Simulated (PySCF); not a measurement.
## A study: F3P, SMILES `FP(F)F`

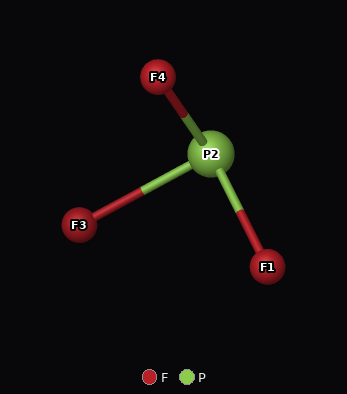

The molecule, with its atoms numbered as below. No frequency check shows the geometry to be a minimum.

Cartesian coordinates (Å):

```
F1      -1.1907    0.6338    0.3059
P2      -0.0000    0.0000   -0.5507
F3       1.1443    0.7143    0.3059
F4       0.0464   -1.3481    0.3059
```

## 1. Bonding charge

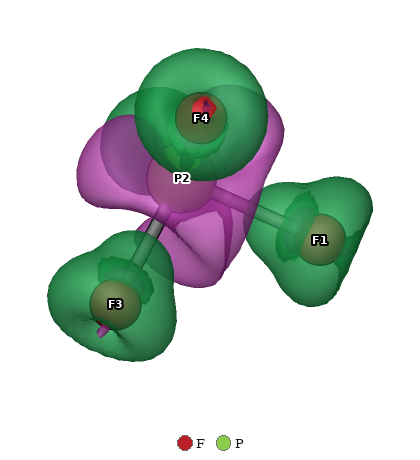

Deformation density (molecule less spherical, spin-averaged free atoms at the same positions), surfaces at ±0.1 e/Å³; green: gain, purple: loss.

Computed with PySCF, HF/6-311+G**, geometry: GFN2-xTB.

**How much density has each bond gained at its critical point, relative to the free atoms?**

F1–P2, P2–F3 and P2–F4: 0.00 e/Å³ at the bond critical point (bond length 1.60 Å); up to 0.6 Å beside the axis the gain reaches +0.29 e/Å³. In all, 1.3 electrons gather in the regions of gain relative to the promolecule. A small or negative value marks a very polar bond, one between electron-rich atoms, whose free-atom densities already overlap strongly, a long bond to a heavier atom, or a closed-shell contact such as a hydrogen bond.

**Where do the Hirshfeld charges lie?**

The highest Hirshfeld charge is on P2 (+0.62 e), the lowest on F1, F3 and F4 (−0.21 e).

## 2. Bond critical points

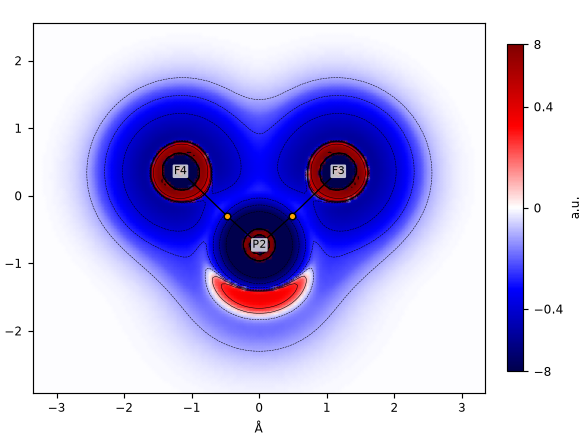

Negative Laplacian of the density (−∇²ρ) in the plane of P2, F3 and F4 (red positive, blue negative, colour scale in a.u., logarithmic beyond ±0.04), with bond paths and bond critical points (dots).

**At which bond critical points in this plane is charge locally concentrated, and at which depleted?**

At none is it concentrated. Depleted (∇²ρ > 0): P2–F3 and P2–F4 (+0.79 a.u., H = −0.087). A positive Laplacian with clearly negative H marks a strongly polar covalent bond, whose critical point lies close to the core of the less electronegative atom.

**Where along P2–F3 does the critical point lie?**

0.64 Å from P2 and 0.96 Å from F3.

## 3. Local ionisation energy

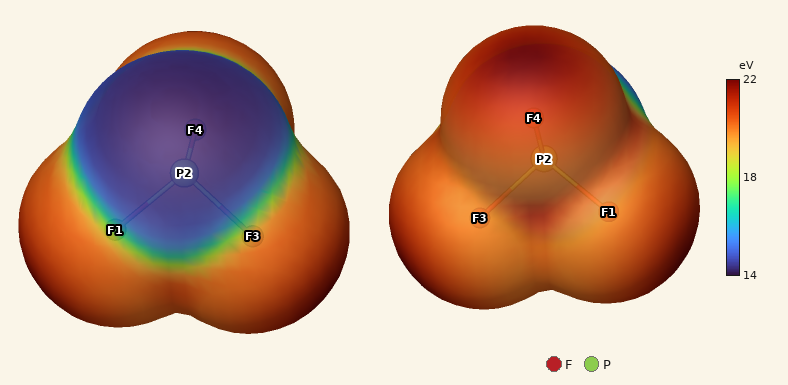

Average local ionisation energy on the surface of electron density 0.001 a.u. (back view left, front view right).

**Where are the most loosely bound electrons on this surface?**

The lowest value is 14.2 eV, 2.3 Å from P2. Further minima include 19.8 eV, 1.7 Å from F1, and at like points elsewhere. For comparison, the highest occupied orbital lies at −13.5 eV.

## 4. Excited states

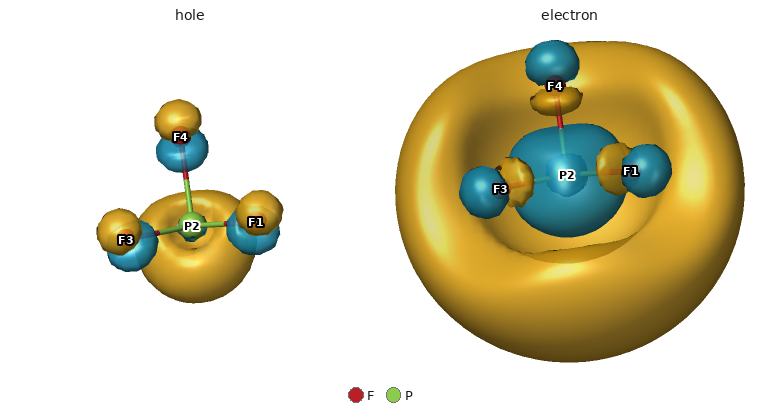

Leading natural transition orbital pair of S₃ (full linear response singlet states); the surfaces enclose about 70 % of each orbital's density.

Level of theory: BHandHLYP/def2-SVPD (PySCF), at a geometry from GFN2-xTB.

**Give its energy and the atoms that hole and electron lie on.**

10.59 eV (117 nm), f = 0.105 (bright), diffuse (Rydberg-like) orbital; the leading pair carries 98 %; hole on P2 (65 %) and F1, F3 and F4 (12 % each), electron on P2 (72 %) and F1, F3 and F4 (9 % each) (atom shares of so diffuse an orbital are rough); their centroids lie 0.8 Å apart. In canonical orbitals it is mainly HOMO → LUMO+2 (77 %). The HOMO–LUMO gap is 11.37 eV.

## 5. Removing or adding an electron

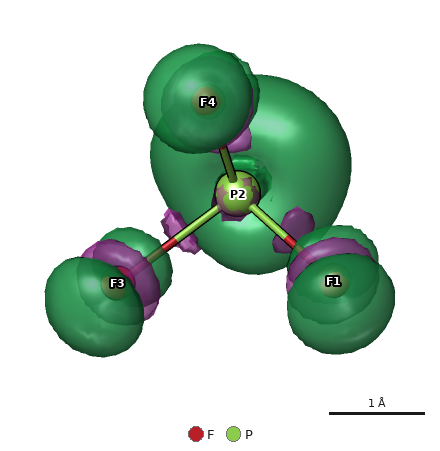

Fukui function f⁻ = ρ(N) − ρ(N−1) at fixed geometry, surfaces at ±0.04 e/Å³ (green positive, purple negative).

Method: PBE0/def2-SVPD; geometry: GFN2-xTB; program: PySCF.

**On which atoms does the density change most on removal of an electron?**

f⁻ (Hirshfeld-condensed) is largest on P2 (0.51); the vertical ionisation energy is 12.61 eV. Condensed values hint at sites of electrophilic attack but needn't mark the atom that reacts. Orbital relaxation makes it negative in places (0.13 e in all).

```
atom     f⁻  charge
  F1  +0.16   −0.16
  P2  +0.51   +0.47
  F3  +0.16   −0.16
  F4  +0.16   −0.16
```

## 6. Localised orbitals

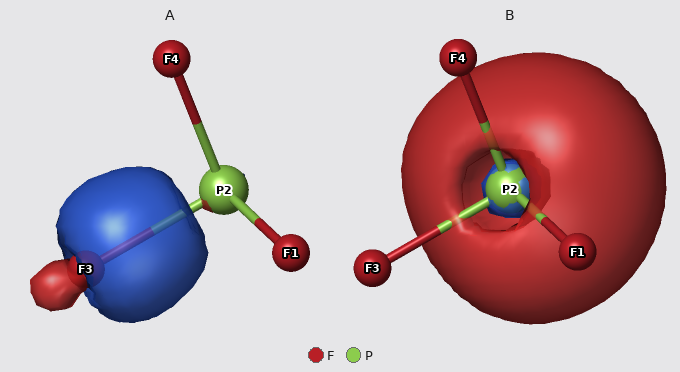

Pipek–Mezey orbitals, occupied; each surface holds about 85 % of the orbital's density. Energies are diagonal elements of the Fock matrix.

Computed with PySCF, HF/cc-pVDZ, geometry: GFN2-xTB.

**Name the orbitals, with their atomic make-up and energies.**

By panel:
- A: σ bond F3–P2 (F3 78 %, P2 21 %; −32.1 eV)
- B: lone pair on P2 (sp0.4-type) (P2 100 %; −17.5 eV)

**How do all the valence pairs divide up?**

13 pairs: 10 lone pairs and 3 σ bonds.

## 7. Stretching a bond

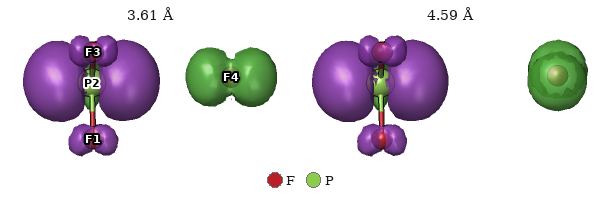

Rigid stretch of the P2–F4 bond. Broken-symmetry UHF spin density at ±0.03 e/Å³ (purple: α, green: β).

Level of theory: def2-SVPD basis (PySCF), at a geometry from GFN2-xTB.

**How does the broken-symmetry solution share the spin, and how far is it from a pure singlet?**

At 4.59 Å excess α spin lies mostly on P2 and excess β on F4; the two could be swapped at no cost. ⟨S²⟩ is 1.03 at 3.61 Å and 1.03 at 4.59 Å, against 0 for a pure singlet and 1 for an equal mix of singlet and triplet.

**Where does the UHF solution part from RHF?**

Between 2.21 Å (⟨S²⟩ = 0, the two coincide) and 2.54 Å (⟨S²⟩ = 0.85); at 4.59 Å ⟨S²⟩ is 1.03 and UHF lies 4.6 eV below RHF.

**How much energy does the stretch cost?**

By CASSCF, 4.4 eV from the lowest point of the scan (1.64 Å) to 4.59 Å; RHF gives 8.2 eV from its own lowest point. The fragments aren't relaxed and dynamic correlation is missing, so this isn't a bond dissociation energy.

The PySCF runs shown took 1.3 s, 83 s, 57 s, 1.1 s and 2.2 min on 1 thread of Intel(R) Xeon(R) 6975P-C (Granite Rapids), on a shared host.
